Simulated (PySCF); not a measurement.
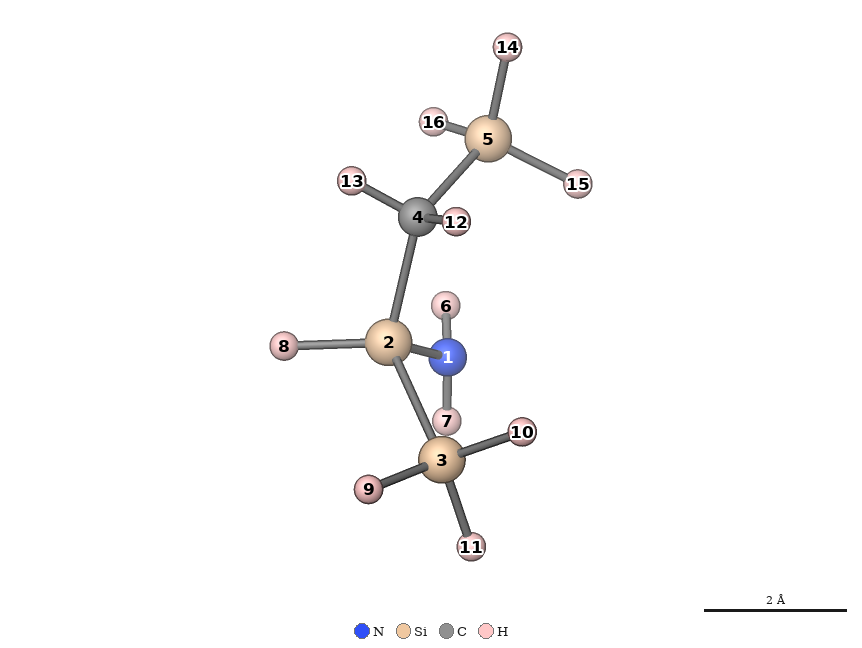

Orthographic view. Atoms fade into the background with distance from the viewer. Geometry: an image of a reaction path computed with GFN2-xTB, not a minimum.

Write a MOL file (V2000) with the atoms in numerical order, bonds sorted by atom number with the orders drawn, and coordinates in the frame of the picture: x right, y up, z towards the viewer, origin at the mean position.

```
CH11NSi3
                    3D

 16 15  0  0  0  0  0  0  0  0999 V2000
    0.1000   -0.8000   -1.5400 N   0  0  0  0  0  0  0  0  0  0  0  0
   -0.7300   -0.5900   -0.0400 Si  0  0  1  0  0  4  0  0  0  0  0  0
    0.0200   -2.2500    1.3800 Si  0  0  0  0  0  4  0  0  0  0  0  0
   -0.3200    1.1800    0.5500 C   0  0  0  0  0  0  0  0  0  0  0  0
    0.6700    2.2900   -0.6200 Si  0  0  0  0  0  4  0  0  0  0  0  0
    0.0700   -0.0700   -2.2300 H   0  0  0  0  0  0  0  0  0  0  0  0
    0.0900   -1.7000   -1.9900 H   0  0  0  0  0  0  0  0  0  0  0  0
   -2.2100   -0.6400   -0.2200 H   0  0  0  0  0  0  0  0  0  0  0  0
   -1.0200   -2.6700    2.3300 H   0  0  0  0  0  0  0  0  0  0  0  0
    1.1500   -1.8500    2.2200 H   0  0  0  0  0  0  0  0  0  0  0  0
    0.4300   -3.4800    0.6900 H   0  0  0  0  0  0  0  0  0  0  0  0
    0.2200    1.1200    1.5000 H   0  0  0  0  0  0  0  0  0  0  0  0
   -1.2600    1.6900    0.7900 H   0  0  0  0  0  0  0  0  0  0  0  0
    0.9500    3.5800    0.0100 H   0  0  0  0  0  0  0  0  0  0  0  0
    1.9400    1.6500   -0.9800 H   0  0  0  0  0  0  0  0  0  0  0  0
   -0.1000    2.5300   -1.8500 H   0  0  0  0  0  0  0  0  0  0  0  0
  1  2  1  0
  1  6  1  0
  1  7  1  0
  2  3  1  0
  2  4  1  0
  2  8  1  0
  3  9  1  0
  3 10  1  0
  3 11  1  0
  4  5  1  0
  4 12  1  0
  4 13  1  0
  5 14  1  0
  5 15  1  0
  5 16  1  0
M  END
```
